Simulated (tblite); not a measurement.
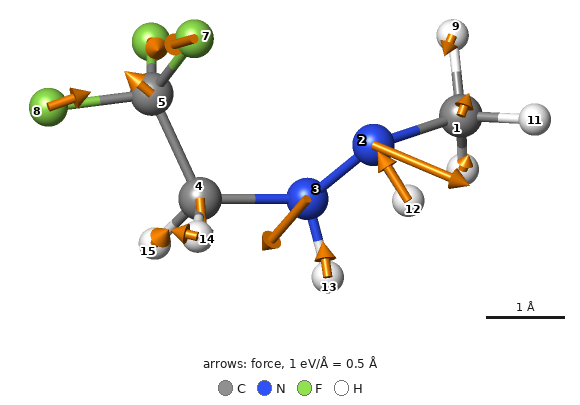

Starting geometry of C3H7F3N2 with the computed forces as orange arrows. A ball-and-stick model, seen face on.

Computed with GFN2-xTB geometry optimisation, gas phase in tblite 0.8.0. 

Question: What follows when this structure is relaxed?

Answer: It isn't relaxed: the largest force vector, on an N atom, is 2.82 eV/Å. The final displacements have little in common with the starting forces (cosine between the two patterns 0.21). The atom that moves furthest after the best rigid fit is an H atom (0.66 Å). By element the largest moves are H 0.66 Å, N 0.26 Å, F 0.21 Å, C 0.10 Å. Among the contacts that change: H–N 1.070 → 1.022 Å, C–F 1.374 → 1.336 Å, C–F 1.386 → 1.349 Å, C–N 1.478 → 1.446 Å. Bond angles that change, for instance: C–N–H 102.1° → 110.9°, N–C–H 106.4° → 114.1°, C–N–N 104.3° → 111.4°. Groups turn about C–N by about 35°. The energy falls by 0.594 eV in 72 geometry steps.
